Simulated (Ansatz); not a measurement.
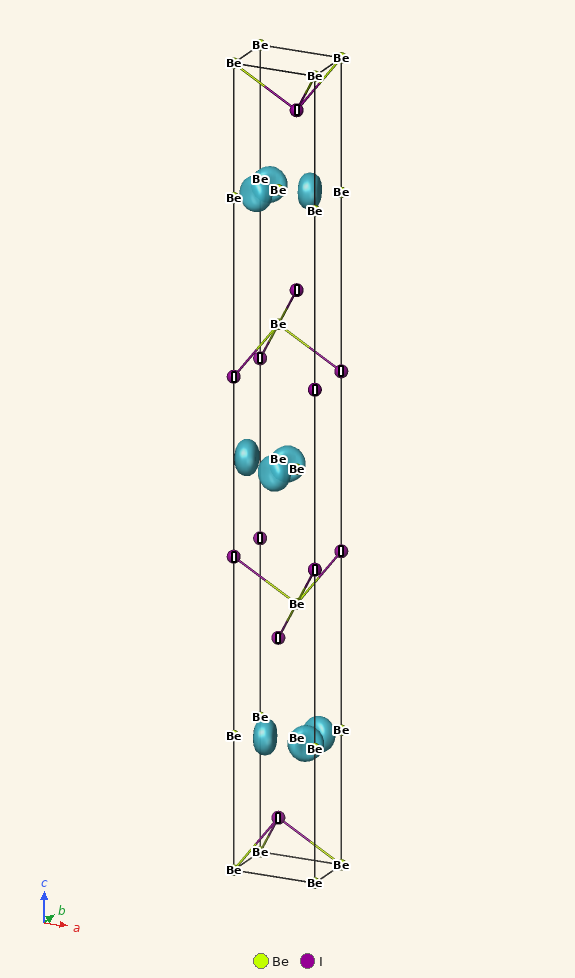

*Be3I2. Isosurface of the ELF at 0.9 (cyan), seen slightly off an axis. Only the valence region is drawn (cores and ρ < 0.01 e/Å³ removed). Sticks mark near contacts.*

Space group R-3m; started from the tetradymite_166 prototype, which need not be the ambient phase.

Theory: DFT PBE, scalar-relativistic, plane waves, PAW in Ansatz 0.2.0.

In a PAW calculation such maps are meaningful between the atoms, not at the nuclei.

Input file:

```
crystal:
  lattice:
    - [1.9063973945, 1.1006590489, 9.2549430069]
    - [-1.9063973945, 1.1006590489, 9.2549430069]
    - [0.0, -2.2013180978, 9.2549430069]
  atoms:
    - { symbol: Be, position: [0.0, 0.0, 0.0] }
    - { symbol: Be, position: [0.1674256511, 0.1674256511, 0.1674256511] }
    - { symbol: Be, position: [0.8325743489, 0.8325743489, 0.8325743489] }
    - { symbol: I, position: [0.3885348632, 0.3885348632, 0.3885348632] }
    - { symbol: I, position: [0.6114651368, 0.6114651368, 0.6114651368] }
basis:
  ecutwfc: 420
kpoints:
  mp_grid: { grid: [12, 12, 12] }
hamiltonian:
  xc: pbe
scf:
  occupations: { method: gaussian, width: 0.1 }
output:
  forces: true
  stress: true
  eigenvalues: true
  write_density: true
  write_potential: true
  elf: true
  volumetric_format: npy
relax:
  adjacent_minimum: "off"
  f_tol: 0.01
  max_steps: 80
  cell: { stress_tol: 0.05 }
```

Run with:

```sh
ansatz run input.yaml --threads 1 --pin off --max-ram 2560MiB --backend cpu --events-out ev --progress --plain --runs-dir out
```

Below, planes, directions and counts refer to the conventional cell (a = 3.81 Å, b = 3.81 Å, c = 27.78 Å, α = 90.00°, β = 90.00°, γ = 120.00°).

The fields are those of the relaxed geometry.

Q: Identify the bonds, lone pairs and shells in this picture.

A: At this value the surface marks out nine regions between bonded Be–Be atoms, counted in one cell of 15 atoms. Any copies at cell faces, edges or corners count once.

Values along the shortest contacts:
Be–I (2.68 Å): the ELF peaks at about 0.80 between the atoms.
